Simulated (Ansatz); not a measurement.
# Ligand exchange: CHBrF2 + C2H7AlO → CH2F2O + C2H6AlBr

Species: CHBrF2 (bromodifluoromethane) `FC(F)Br`, singlet; C2H7AlO `C[CH2][AlH][OH]`, singlet; CH2F2O `OC(F)F`, singlet; C2H6AlBr `C[CH2][AlH][Br]`, singlet. The partners trade Br for OH: C–Br and Al–OH bonds give way to C–OH and Al–Br.

Shapes, held fixed at every level: PBE0-D4/def2-TZVP. Flexible molecules stand in one conformer, not always the lowest. Programs: Ansatz 0.2.0. The zero-point and thermal change to 298 K, harmonic and unscaled (PBE0-D4/def2-TZVP), is +5.2 kJ/mol.

```tsv
level	kind	ΔH(298 K) (kJ/mol)	less CCSD(T)/def2-TZVPP	CPU time (sum over the molecules)
HF/def2-SVP	Hartree–Fock	-126.1	-53.6	–
PBE-D4/def2-TZVPP	GGA	-64.7	+7.8	17 s
r2SCAN-D4/def2-TZVPP	meta-GGA	-70.3	+2.2	30 s
B3LYP-D4/def2-TZVPP	global hybrid	-65.1	+7.4	27 s
PBE0-D4/def2-TZVPP	global hybrid	-78.0	-5.5	19 s
wB97X-V/def2-TZVPP	range-separated hybrid	-75.1	-2.6	47 s
CCSD(T)/def2-TZVPP	coupled cluster or CI	-72.5	0.0	6.1 min
```

The highest level, CCSD(T)/def2-TZVPP, gives ΔH(298 K) = -72.5 kJ/mol; the levels span -126.1 to -64.7. The column of differences is taken from that level and isn't an error. No measured value is set beside it here. Relativity is left out for Br unless named. Correlated rows may include outer-core shells of Br, which these sets cover unevenly. Times are processor times on shared x86 and Arm servers, and rough.

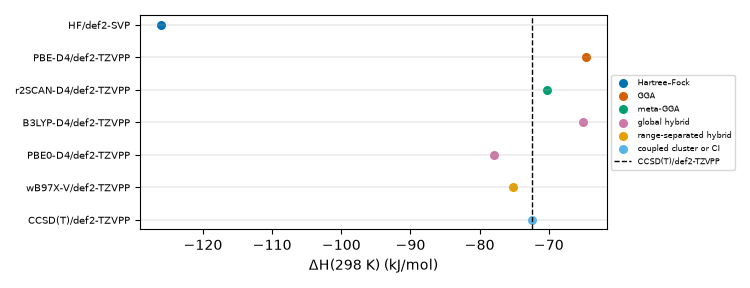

The values of the table, level by level.
